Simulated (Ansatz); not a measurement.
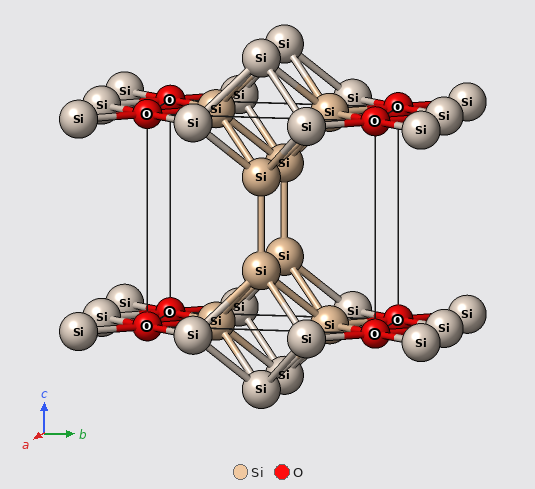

An orthographic ball-and-stick view of the structure, slightly off an axis. The lines enclose the simulation cell; boundary atoms appear with their images. Every bond is drawn to its end, so some atoms lie outside the box, in fainter colours.

Here is the input:
```yaml
crystal:
  lattice:
    - [2.6847482264, 0.0, 0.0]
    - [0.0, 6.0840949552, 0.0]
    - [0.0, 0.0, 5.5804227172]
  atoms:
    - { symbol: Si, position: [0.5, 0.2512445445, 0.0] }
    - { symbol: Si, position: [0.5, 0.7487554555, 0.0] }
    - { symbol: Si, position: [0.0, 0.5, 0.7200438894] }
    - { symbol: Si, position: [0.0, 0.5, 0.2799561106] }
    - { symbol: O, position: [0.0, 0.0, 0.0] }
basis:
  ecutwfc: 420
kpoints:
  mp_grid: { grid: [14, 8, 8] }
  band_path:
    path:
      - [[0.0, 0.0, 0.0], [-0.5, 0.0, 0.0], [-0.5, 0.0, -0.5], [0.0, 0.0, -0.5], [0.0, 0.0, 0.0], [0.0, -0.5, 0.0], [-0.5, -0.5, 0.0], [-0.5, -0.5, -0.5], [0.0, -0.5, -0.5], [0.0, -0.5, 0.0]]
      - [[-0.5, 0.0, 0.0], [-0.5, -0.5, 0.0]]
      - [[0.0, 0.0, -0.5], [0.0, -0.5, -0.5]]
      - [[-0.5, 0.0, -0.5], [-0.5, -0.5, -0.5]]
    npoints: 14
hamiltonian:
  xc: pbe
scf:
  occupations: { method: gaussian, width: 0.1 }
  n_extra_bands: 12
output:
  forces: true
  stress: true
  eigenvalues: true
  populations: true
  dos: { projected: true, de: 0.02, nscf_kmesh: { grid: [17, 10, 10] } }
  bader: true
  write_density: true
  write_potential: true
  elf: true
  volumetric_format: npy
```
Run as:
```sh
ansatz run input.yaml --threads 1 --pin off --max-ram 2560MiB --backend cpu --events-out ev --progress --plain --runs-dir out
```

Level of theory and settings: DFT PBE, scalar-relativistic, plane waves, PAW (Ansatz), plane waves up to 420 eV, k-grid 14×8×8, Gaussian smearing of 0.1 eV, no spin polarisation.

> Give the Bader charge of each element.

Si -0.01 to +0.78 e; O -1.55 e.

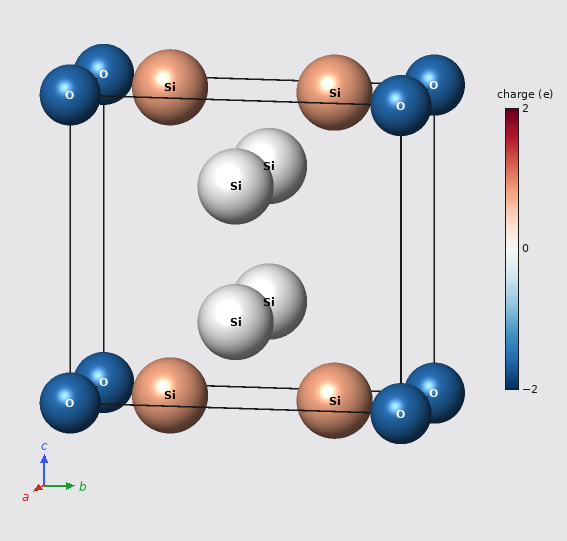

The atoms coloured by those charges.

The structure comes from a random cell made by a generator, so it need not be a real form of the compound. Earlier steps of the study, as a rule a relaxation of our own, may have changed the cell and positions, so they can lie some per cent off the listed ones. A calculation with Ansatz used it as input.
